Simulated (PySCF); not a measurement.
# CH4O (methanol) at 3 levels

Aim: a comparison of 3 runs (PBE0/STO-3G, UMP2/STO-3G, CCSDT(Q)/STO-3G) of CH4O (methanol). Input form: a Python script.

The calculation is run with PySCF 2.14.0.

2 further runs of the same task are left out: 2 set aside as unsound or not needed.

## (1) Starting point

CH4O: 6 atoms, total charge 0, spin state singlet. As SMILES, `CO`. The C1–H5 distance was set to 3.072 Å, away from the relaxed value. At this shape a bond of the SMILES string is far longer than usual.

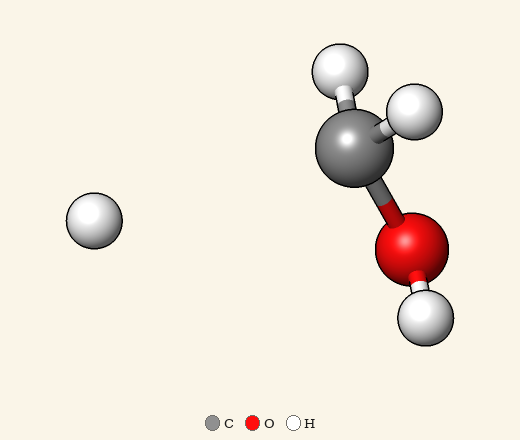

Viewed from a chosen angle; carbon grey, oxygen red, hydrogen white.

## (2) A single-point energy at PBE0/STO-3G (run 1)

File calc.py:

```python
from pyscf import gto, dft

mol = gto.M(
    atom='''
C    0.243335  -1.578618   1.106138
O    0.166735  -1.054718   2.411938
H   -0.532965  -2.339618   1.020938
H    1.210535  -2.054818   0.902638
H   -0.272700   0.554400  -1.043400
H    0.843835  -0.382718   2.510938
''',
    max_memory=1860,
    basis='sto-3g',
    verbose=3,
    charge=0,
)

myscf = dft.RKS(mol, xc='pbe0')
myscf.grids.level = 5
myscf.conv_tol = 1e-10
myscf.kernel()
if not myscf.converged:
    myscf = myscf.newton().run(myscf.mo_coeff, myscf.mo_occ)

etot = myscf.e_tot
print('Final energy', etot)
```

Launch:

```bash
OMP_NUM_THREADS=1 python calc.py
```

Output:

```text
converged SCF energy = -113.772528745934
Final energy -113.77252874593378
```

It took 2.8 s on 1 thread of Arm Neoverse V1, shared host; peak memory 0.18 GiB.

## (3) A single-point energy at UMP2/STO-3G (run 2)

File input.py:

```python
from pyscf import gto, mp

mol = gto.Mole()
mol.atom = '''
C      0.243335    -1.578618     1.106138
O      0.166735    -1.054718     2.411938
H     -0.532965    -2.339618     1.020938
H      1.210535    -2.054818     0.902638
H     -0.272700     0.554400    -1.043400
H      0.843835    -0.382718     2.510938
'''
mol.basis = 'sto-3g'
mol.verbose = 4
mol.max_memory = 1860
mol.build()

mf = mol.UHF()
mf.conv_tol = 1e-10
mf.kernel()
if not mf.converged:
    mf = mf.newton().run(mf.mo_coeff, mf.mo_occ)
for _ in range(3):
    mo, _, stable, _ = mf.stability(return_status=True)
    if stable:
        break
    mf.kernel(mf.make_rdm1(mo, mf.mo_occ))

pt = mp.MP2(mf, frozen=2).run()
etot = pt.e_tot
print('E = %.10f Eh' % etot)
```

Launch:

```bash
OMP_NUM_THREADS=1 python input.py
```

Output:

```text
PySCF version 2.14.0

[... 98 lines left out ...]
converged SCF energy = -113.150873972307  <S^2> = 4.9878324e-11  2S+1 = 1
[... 64 lines left out ...]
converged SCF energy = -113.374782868341  <S^2> = 1.0019746  2S+1 = 2.2378334
[... 3 lines left out ...]
******** <class 'pyscf.mp.ump2.UMP2'> ********
nocc = (np.int64(7), np.int64(7)), nmo = (12, 12)
frozen orbitals 2
E(UMP2) = -113.451030386168  E_corr = -0.0762475178270286
E(SCS-UMP2) = -113.458469489164  E_corr = -0.083686620823638
E_corr(same-spin) = -0.0090120006563034
E_corr(oppo-spin) = -0.0672355171707252
E = -113.4510303862 Eh
```

Run time: 0.82 s. Hardware: 1 thread of Arm Neoverse V1, shared host; peak memory 0.12 GiB.

## (4) A single-point energy at CCSDT(Q)/STO-3G (run 3)

File job.py:

```python
from pyscf import gto, scf, cc

molecule = gto.M(
    atom='''
C    0.243335  -1.578618   1.106138
O    0.166735  -1.054718   2.411938
H   -0.532965  -2.339618   1.020938
H    1.210535  -2.054818   0.902638
H   -0.272700   0.554400  -1.043400
H    0.843835  -0.382718   2.510938
''',
    basis='sto-3g',
    max_memory=1860,
    verbose=3,
)

myscf = scf.RHF(molecule)
myscf.conv_tol = 1e-10
myscf.kernel()
if not myscf.converged:
    myscf = myscf.newton().run(myscf.mo_coeff, myscf.mo_occ)

mycc = cc.CCSDT(myscf, frozen=2)
mycc.kernel()
e_bracket, e_q = mycc.ccsdt_q()
etot = mycc.e_tot + e_q
print('E(%s) = %.9f' % ('CCSDT(Q)', etot))
```

Launch:

```bash
OMP_NUM_THREADS=1 python job.py
```

Output:

```text
converged SCF energy = -113.150873972313
_make_eris_incore_RCCSDT

WARN: A large `blksize` is being used, which may cause large memory consumption
      for storing contraction intermediates. If memory is sufficient, consider using
      `pyscf.cc.rccsdt_highm.RCCSDT` instead.

RCCSDT converged
E(RCCSDT) = -113.4814676507918   E_corr = -0.3305936784791008
E_corr(same-spin) = -0.00968494303771969
E_corr(oppo-spin) = -0.320908735441381
_make_eris_incore_RCCSDT
E(CCSDT(Q)) = -113.482363423
```

Run time: 1.7 s. Hardware: 1 thread of Arm Neoverse V1, shared host; peak memory 0.1 GiB.

## (5) Overview of the runs

```
run            level  integration grid  frozen core orbitals  energy (Eh)  dipole moment (D) of the reference  HOMO energy (eV)  LUMO energy (eV)  wall time
  1      PBE0/STO-3G                 5                     –  -113.772529                                2.18             -2.54             -0.60      2.8 s
  2      UMP2/STO-3G                 –                     2  -113.451030                                1.26             -8.49              7.93     0.82 s
  3  CCSDT(Q)/STO-3G                 –                     2  -113.482363                                1.98             -4.00              1.82      1.7 s
```

## (6) What came out

| quantity | value |
| --- | --- |
| run 3: total energy | -113.48236 Eh |
| run 3: dipole moment (Hartree–Fock density) | 1.98 D |
| run 3: HOMO energy (Hartree–Fock orbitals) | -4.00 eV |
| run 3: LUMO energy (Hartree–Fock orbitals) | 1.82 eV |
| run 3: HOMO–LUMO gap (Hartree–Fock orbitals) | 5.82 eV |
| run 3: correlation energy (2 core orbitals frozen) | -331.5 mEh |
| run 3: T1 diagnostic | 0.028 |

What this shows: In runs 1, 2, 3 the basis is minimal, so the values are rough. In run 1 a closed-shell determinant meets a far-stretched bond, which it describes badly. Spin contamination of the reference: run 2 ⟨S²⟩ = 1.00. Where it is this large, the reference is a mixture of spin states, and values that rest on it are in doubt. All runs together took 5.3 s, the longest 2.8 s.
